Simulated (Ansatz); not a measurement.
## Molecular dynamics of C2H10N2OSi (part 5 of 5)

Continued. System: C2H10N2OSi. Method: RKS CAM-B3LYP/STO-3G (Ansatz 0.2.0). It belongs to a series of runs on one base structure; here: dynamics from the start.

Geometry of the input (Å):
```
Si -0.1011  0.0085  0.1026
O  -0.3044  0.0863  1.7807
H  -1.2958  -0.0745  1.9327
H  1.3286  0.0595  -0.0853
N  -0.7700  1.3013  -0.8496
C  -2.2423  1.4388  -0.9471
H  -2.7000  0.4388  -0.8905
H  -2.6766  2.0662  -0.1431
H  -2.5256  1.8977  -1.9101
C  -0.0755  2.6070  -0.9163
H  -0.3358  3.1309  -1.8523
H  -0.3313  3.2850  -0.0773
H  1.0141  2.4499  -0.9046
N  -0.9711  -1.4028  -0.4485
H  -0.6353  -2.3046  -0.0548
H  -0.9921  -1.5150  -1.4815
```

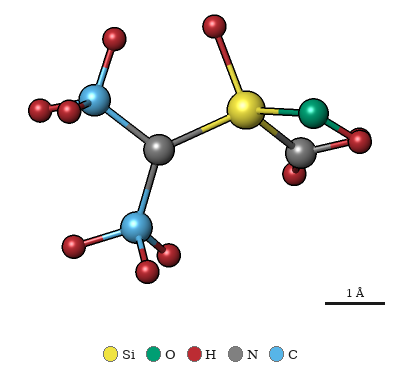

The geometry at step 148 of the log (ball-and-stick view, seen at a tilt).

**Trajectory as extended XYZ, continued**
```
16
Properties=species:S:1:pos:R:3:forces:R:3 step=127 time_fs=63.5 energy=-14950.25458 temperature=1425.6
Si   -0.2319    0.1012   -0.0189    2.5780  -2.8023   3.7890
O    -0.2453   -0.0764    1.7398   -2.1851  -2.5730  -0.9513
H    -0.9273   -0.9478    1.8011    1.8710   2.8633   0.4734
H     1.1685    0.4703   -0.1887   -0.1810  -0.7627  -0.4434
N    -0.9659    1.5035   -0.4598    0.7569   3.0571  -3.3207
C    -2.3404    1.5790   -1.0536    1.4488  -2.7321  -0.5038
H    -2.7359    0.5125   -1.2833    1.0466   1.8579  -0.8189
H    -2.9762    1.8025   -0.2628   -2.1962   1.7372   2.0436
H    -2.3723    2.3309   -1.8539   -0.4059  -0.4042  -0.2651
C     0.0759    2.5783   -0.9465   -1.4172   0.2522  -0.9382
H    -0.1945    3.1335   -1.9397    1.1562  -2.7383   0.4336
H    -0.1897    3.4527   -0.4137    0.3050   1.5124   2.5625
H     1.1937    2.2939   -0.7191   -2.7051   0.5742  -1.0904
N    -0.8065   -1.4986   -0.3359   -0.5916   2.7573  -3.6566
H    -0.6581   -2.0120    0.4976   -0.1628  -2.5051   0.9471
H    -1.2055   -1.8859   -1.2368    0.6826  -0.0938   1.7391
16
Properties=species:S:1:pos:R:3:forces:R:3 step=131 time_fs=65.5 energy=-14950.15474 temperature=1370.0
Si   -0.2339    0.0905   -0.0274    3.6458  -2.5263   4.5903
O    -0.2552   -0.0878    1.7522   -1.5479  -1.8593  -1.3684
H    -0.9023   -0.9530    1.8380    1.3408   2.2515   0.2857
H     1.1932    0.4961   -0.1878   -0.8169  -1.1263  -0.3276
N    -0.9319    1.5107   -0.4438   -1.4961   2.0245  -3.6963
C    -2.3074    1.5628   -1.0704    0.3541  -0.1834   1.0530
H    -2.7208    0.5552   -1.2917    0.7852   0.2526  -1.1750
H    -2.9784    1.8147   -0.2781   -1.1221   1.1969   1.1426
H    -2.4062    2.3494   -1.8478    0.1486  -0.8584  -0.1033
C     0.0342    2.5310   -0.9532    1.0061   3.0878  -0.3185
H    -0.1972    3.1382   -1.9216    0.8269  -3.1781  -0.1096
H    -0.2094    3.4482   -0.4379    0.4871   0.7251   2.3673
H     1.1868    2.2854   -0.7130   -3.3568   0.5349  -1.2513
N    -0.8160   -1.4889   -0.3349   -0.9641   2.1031  -4.2331
H    -0.6560   -1.9980    0.5003   -0.1839  -2.5322   0.8914
H    -1.2094   -1.8844   -1.2512    0.8931   0.0877   2.2528
16
Properties=species:S:1:pos:R:3:forces:R:3 step=134 time_fs=67.0 energy=-14949.95488 temperature=1259.7
Si   -0.2321    0.0801   -0.0297    4.0621  -1.8056   4.8962
O    -0.2651   -0.0993    1.7593   -0.8106  -0.9501  -1.6364
H    -0.8800   -0.9511    1.8665    0.6997   1.4230   0.1779
H     1.2098    0.5127   -0.1879   -1.1512  -1.3511  -0.2448
N    -0.9088    1.5198   -0.4385   -3.0915   0.3793  -3.4371
C    -2.2817    1.5498   -1.0811   -0.5005   2.1895   2.0577
H    -2.7075    0.5882   -1.3008    0.3945  -1.2368  -1.4585
H    -2.9832    1.8269   -0.2865   -0.2746   0.7095   0.4738
H    -2.4313    2.3611   -1.8435    0.5757  -1.2501   0.0737
C     0.0046    2.5014   -0.9590    2.9349   5.3786  -0.0670
H    -0.1971    3.1338   -1.9082    0.5707  -3.3400  -0.5756
H    -0.2229    3.4468   -0.4501    0.5911   0.1990   2.1880
H     1.1732    2.2804   -0.7115   -3.5915   0.4641  -1.3202
N    -0.8248   -1.4777   -0.3417   -0.9527   1.1702  -3.4940
H    -0.6549   -1.9939    0.5045   -0.3354  -2.0984   0.1609
H    -1.2102   -1.8831   -1.2565    0.8794   0.1189   2.2053
16
Properties=species:S:1:pos:R:3:forces:R:3 step=138 time_fs=69.0 energy=-14949.60655 temperature=1068.1
Si   -0.2250    0.0643   -0.0269    4.1383  -0.4067   4.9291
O    -0.2798   -0.1164    1.7654    0.4494   0.7181  -1.9789
H    -0.8482   -0.9442    1.9051   -0.4072  -0.1358   0.1427
H     1.2280    0.5303   -0.1889   -1.4182  -1.5662  -0.1377
N    -0.8858    1.5323   -0.4394   -4.6712  -2.2283  -2.5858
C    -2.2490    1.5392   -1.0894   -1.5465   4.8742   2.8681
H    -2.6885    0.6274   -1.3181   -0.1999  -2.9927  -1.7605
H    -2.9902    1.8455   -0.2962    0.6038   0.1289  -0.1009
H    -2.4627    2.3725   -1.8375    1.1277  -1.6265   0.2626
C    -0.0261    2.4777   -0.9669    5.0637   7.6745   0.1089
H    -0.1951    3.1167   -1.8926    0.2748  -3.2268  -1.2941
H    -0.2390    3.4456   -0.4589    0.6636  -0.1628   1.9944
H     1.1431    2.2753   -0.7139   -3.4852   0.3940  -1.3307
N    -0.8388   -1.4603   -0.3587   -0.6182  -0.2029  -1.5364
H    -0.6547   -1.9953    0.5103   -0.6393  -1.2421  -1.2005
H    -1.2083   -1.8809   -1.2563    0.6643   0.0010   1.6196
16
Properties=species:S:1:pos:R:3:forces:R:3 step=141 time_fs=70.5 energy=-14949.50953 temperature=1015.1
Si   -0.2159    0.0520   -0.0204    3.8874   0.6944   4.6879
O    -0.2903   -0.1283    1.7668    1.4158   2.0780  -2.2146
H    -0.8252   -0.9390    1.9344   -1.2423  -1.4196   0.2182
H     1.2381    0.5395   -0.1900   -1.5003  -1.6627  -0.0575
N    -0.8767    1.5381   -0.4449   -4.9377  -3.5952  -1.9651
C    -2.2276    1.5411   -1.0897   -2.4362   5.7120   2.9721
H    -2.6747    0.6498   -1.3354   -0.4207  -3.5768  -1.8160
H    -2.9941    1.8599   -0.3036    0.9938  -0.1734  -0.2462
H    -2.4835    2.3770   -1.8324    1.4941  -1.6799   0.3092
C    -0.0389    2.4756   -0.9726    5.6691   8.0172   0.5155
H    -0.1928    3.0957   -1.8839    0.1057  -2.8214  -1.9608
H    -0.2495    3.4444   -0.4605    0.6763  -0.1382   1.8895
H     1.1117    2.2725   -0.7191   -3.0269   0.3933  -1.2663
N    -0.8504   -1.4474   -0.3745   -0.2040  -0.9752   0.1869
H    -0.6561   -1.9997    0.5119   -0.8646  -0.6340  -2.1173
H    -1.2052   -1.8793   -1.2519    0.3905  -0.2185   0.8644
16
Properties=species:S:1:pos:R:3:forces:R:3 step=145 time_fs=72.5 energy=-14949.83154 temperature=1192.4
Si   -0.1992    0.0365   -0.0061    3.1938   1.9075   4.0047
O    -0.3012   -0.1396    1.7640    2.2514   3.3121  -2.3201
H    -0.7989   -0.9373    1.9742   -1.8944  -2.5738   0.3413
H     1.2466    0.5462   -0.1917   -1.4712  -1.7100   0.0484
N    -0.8760    1.5373   -0.4570   -3.6357  -3.7367  -1.5728
C    -2.2063    1.5592   -1.0820   -3.8928   4.7680   2.3727
H    -2.6575    0.6677   -1.3645   -0.1866  -3.0268  -1.5169
H    -2.9960    1.8785   -0.3143    1.1318  -0.3589  -0.0862
H    -2.5061    2.3775   -1.8246    1.8655  -1.3809   0.2032
C    -0.0405    2.4947   -0.9784    4.4888   6.0985   1.7496
H    -0.1894    3.0585   -1.8794   -0.0609  -1.8593  -3.0543
H    -0.2611    3.4424   -0.4562    0.6395   0.2493   1.8031
H     1.0600    2.2701   -0.7303   -1.7520   0.4214  -1.0347
N    -0.8662   -1.4326   -0.3947    0.4382  -1.4105   2.3029
H    -0.6609   -2.0075    0.5067   -1.0859  -0.0633  -2.8945
H    -1.1998   -1.8781   -1.2435   -0.0293  -0.6367  -0.3466
16
Properties=species:S:1:pos:R:3:forces:R:3 step=148 time_fs=74.0 energy=-14950.27849 temperature=1438.5
Si   -0.1837    0.0265    0.0083    2.4401   2.5306   3.2157
O    -0.3060   -0.1430    1.7583    2.2759   3.3241  -2.0138
H    -0.7838   -0.9422    2.0049   -1.7904  -2.5478   0.2691
H     1.2492    0.5469   -0.1928   -1.3509  -1.6829   0.1206
N    -0.8823    1.5299   -0.4689   -1.7853  -2.7935  -1.4746
C    -2.1982    1.5829   -1.0712   -4.8570   2.8781   1.4676
H    -2.6452    0.6735   -1.3902    0.2046  -1.9270  -1.0305
H    -2.9947    1.8916   -0.3225    0.9389  -0.3459   0.2748
H    -2.5185    2.3743   -1.8182    2.0176  -0.9050  -0.0160
C    -0.0320    2.5221   -0.9793    2.2642   3.5241   2.7304
H    -0.1870    3.0257   -1.8834   -0.1539  -1.0232  -3.8433
H    -0.2682    3.4415   -0.4484    0.5580   0.7646   1.7979
H     1.0166    2.2694   -0.7413   -0.1741   0.3478  -0.6966
N    -0.8774   -1.4239   -0.4060    0.8638  -1.3625   3.4434
H    -0.6673   -2.0137    0.4956   -1.1691   0.1453  -3.0858
H    -1.1958   -1.8786   -1.2378   -0.2825  -0.9268  -1.1589
16
Properties=species:S:1:pos:R:3:forces:R:3 step=152 time_fs=76.0 energy=-14950.74848 temperature=1697.6
Si   -0.1603    0.0162    0.0312    1.2210   2.9802   1.8411
O    -0.3077   -0.1409    1.7467    1.6073   2.1408  -0.8874
H    -0.7694   -0.9568    2.0466   -0.9887  -1.3434  -0.2179
H     1.2482    0.5422   -0.1939   -1.0590  -1.5584   0.1923
N    -0.8944    1.5138   -0.4883    0.6786  -1.1066  -1.2489
C    -2.2011    1.6218   -1.0529   -5.1072  -0.2425   0.0091
H    -2.6279    0.6751   -1.4277    0.5602  -0.3007  -0.2187
H    -2.9899    1.9079   -0.3322    0.2556  -0.1676   1.0532
H    -2.5281    2.3672   -1.8099    2.0043  -0.0447  -0.4919
C    -0.0154    2.5678   -0.9729   -1.6317   0.3507   2.8086
H    -0.1843    2.9787   -1.9019   -0.1837  -0.2463  -4.1334
H    -0.2758    3.4432   -0.4319    0.3555   1.6483   1.8969
H     0.9591    2.2694   -0.7581    2.6741  -0.0965  -0.0144
N    -0.8903   -1.4156   -0.4128    1.1482  -1.1005   3.9129
H    -0.6796   -2.0214    0.4706   -1.1485   0.1153  -2.8018
H    -1.1913   -1.8825   -1.2343   -0.3863  -1.0279  -1.6998
16
Properties=species:S:1:pos:R:3:forces:R:3 step=155 time_fs=77.5 energy=-14950.85592 temperature=1757.1
Si   -0.1415    0.0112    0.0501    0.2298   3.0702   0.6527
O    -0.3063   -0.1357    1.7364    0.9015   0.8486   0.3829
H    -0.7612   -0.9714    2.0774   -0.2254  -0.0527  -0.7915
H     1.2448    0.5347   -0.1942   -0.7392  -1.4018   0.2189
N    -0.9027    1.4994   -0.5052    1.8738   0.0177  -0.9760
C    -2.2140    1.6511   -1.0390   -4.1471  -2.5070  -1.0424
H    -2.6136    0.6752   -1.4566    0.5509   0.6924   0.3797
H    -2.9855    1.9197   -0.3370   -0.5647   0.0487   1.8250
H    -2.5303    2.3616   -1.8048    1.8351   0.6618  -0.9449
C    -0.0057    2.6035   -0.9622   -4.3732  -1.2024   1.5662
H    -0.1828    2.9426   -1.9261   -0.0851  -0.0130  -3.3833
H    -0.2806    3.4484   -0.4147    0.1413   2.3281   2.0211
H     0.9220    2.2692   -0.7709    4.8086  -0.6594   0.5224
N    -0.8978   -1.4114   -0.4109    1.0706  -0.8873   3.2974
H    -0.6918   -2.0270    0.4447   -1.0193  -0.1630  -2.1696
H    -1.1889   -1.8880   -1.2358   -0.2574  -0.7810  -1.5587
16
Properties=species:S:1:pos:R:3:forces:R:3 step=159 time_fs=79.5 energy=-14950.73943 temperature=1693.4
Si   -0.1163    0.0081    0.0759   -1.1015   2.9138  -0.9458
O    -0.3027   -0.1273    1.7239    0.0851  -0.6874   2.2328
H    -0.7509   -0.9907    2.1156    0.6071   1.4725  -1.5606
H     1.2378    0.5201   -0.1940   -0.1839  -1.1264   0.2087
N    -0.9092    1.4805   -0.5299    2.3345   1.1315  -0.5885
C    -2.2420    1.6825   -1.0235   -1.6936  -4.9235  -2.2116
H    -2.5929    0.6778   -1.4936    0.2247   1.5269   1.0419
H    -2.9820    1.9357   -0.3369   -1.8270   0.3578   2.9041
H    -2.5271    2.3567   -1.8013    1.4922   1.4871  -1.5089
C    -0.0053    2.6474   -0.9443   -6.0947  -2.7087  -0.8655
H    -0.1809    2.8945   -1.9691    0.1131   0.1937  -1.4553
H    -0.2866    3.4634   -0.3849   -0.1414   2.9700   2.0914
H     0.8892    2.2667   -0.7861    6.1396  -1.0977   0.9065
N    -0.9055   -1.4078   -0.4010    0.6465  -0.4789   1.3538
H    -0.7114   -2.0351    0.4033   -0.6873  -0.9230  -0.7826
H    -1.1865   -1.8977   -1.2428    0.0866  -0.1077  -0.8204
16
Properties=species:S:1:pos:R:3:forces:R:3 step=162 time_fs=81.0 energy=-14950.60892 temperature=1621.6
Si   -0.0984    0.0085    0.0946   -2.0728   2.6221  -1.9901
O    -0.2998   -0.1219    1.7178   -0.3246  -1.4611   3.4434
H    -0.7418   -1.0018    2.1405    0.9951   2.2436  -2.0027
H     1.2320    0.5062   -0.1932    0.3102  -0.8886   0.1650
N    -0.9099    1.4682   -0.5496    2.0417   1.6616  -0.3129
C    -2.2671    1.6962   -1.0164    0.2212  -5.9668  -2.7810
H    -2.5767    0.6835   -1.5189   -0.1481   1.7598   1.3869
H    -2.9836    1.9485   -0.3298   -2.5022   0.4980   3.4250
H    -2.5208    2.3565   -1.8025    1.2489   1.8719  -1.7256
C    -0.0175    2.6749   -0.9322   -5.3870  -3.8605  -2.3202
H    -0.1793    2.8589   -2.0054    0.1787   0.4720   0.0752
H    -0.2913    3.4820   -0.3574   -0.2452   3.0045   1.8874
H     0.8796    2.2621   -0.7953    5.4484  -0.7418   0.8885
N    -0.9100   -1.4061   -0.3908    0.2280   0.0491  -0.5261
H    -0.7279   -2.0435    0.3700   -0.3506  -1.7471   0.5280
H    -1.1845   -1.9054   -1.2502    0.3584   0.4831  -0.1408
16
Properties=species:S:1:pos:R:3:forces:R:3 step=166 time_fs=83.0 energy=-14950.54119 temperature=1584.2
Si   -0.0770    0.0120    0.1170   -3.2864   2.0690  -2.9433
O    -0.2966   -0.1178    1.7170   -0.5739  -1.9147   4.4676
H    -0.7263   -1.0089    2.1668    1.2055   2.7180  -2.3297
H     1.2255    0.4847   -0.1917    1.0086  -0.5653   0.0690
N    -0.9062    1.4558   -0.5765    1.2353   1.9261   0.0487
C    -2.2996    1.6978   -1.0147    1.7524  -5.8749  -2.7897
H    -2.5557    0.6968   -1.5479   -0.6961   1.5217   1.5740
H    -2.9942    1.9672   -0.3088   -2.4414   0.3660   3.1660
H    -2.5083    2.3626   -1.8097    1.0336   1.9130  -1.5320
C    -0.0480    2.7004   -0.9227   -2.8214  -4.9605  -3.0968
H    -0.1766    2.8132   -2.0532    0.0879   0.9761   1.6492
H    -0.2985    3.5166   -0.3145   -0.1464   2.1851   1.0326
H     0.8845    2.2540   -0.8047    3.1639   0.4124   0.6982
N    -0.9156   -1.4034   -0.3789   -0.2165   0.8763  -2.6612
H    -0.7509   -2.0608    0.3278    0.0741  -2.8122   2.0912
H    -1.1806   -1.9139   -1.2605    0.6208   1.1639   0.5562
```

**Summary**

- outcome: finished
- mean temperature over the second half: 1412 K
- trajectory: 166 steps, 83 fs
- ensemble: nve
- temperature in the input: 3000.0 K
- time step: 0.5 fs
- potential energy (last step): −14950.5413 eV
- mean-field energy (last step): −14950.5413 eV
- largest force (length of the vector) (last step): 6.736 eV/Å
- wall time: 6.3 min
- peak memory: 0.15 GiB

**Notes**

So short a trajectory is not equilibrated.
